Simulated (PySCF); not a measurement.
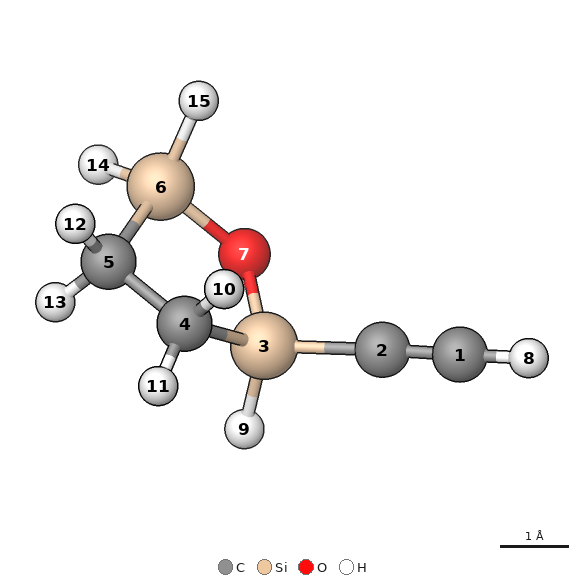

Orthographic view with a scale bar. The geometry was computed by an optimisation with PBE0-D3(BJ)/def2-SVP. No frequency run is at hand to confirm it as a minimum.

Reconstruct the coordinates (Å) as seen: x to the right, y up, z towards the viewer, origin at the mean of the atomic positions.

```xyz
15
C4H8OSi2
C    3.47  -0.98   0.41
C    2.32  -0.90   0.01
Si   0.57  -0.84  -0.53
C   -0.61  -0.52   0.92
C   -1.74   0.40   0.39
Si  -0.96   1.51  -0.93
O    0.28   0.51  -1.47
H    4.49  -1.03   0.75
H    0.28  -2.08  -1.31
H   -0.03  -0.01   1.70
H   -1.00  -1.44   1.38
H   -2.23   0.96   1.21
H   -2.53  -0.20  -0.09
H   -1.89   1.84  -2.06
H   -0.40   2.78  -0.38
```
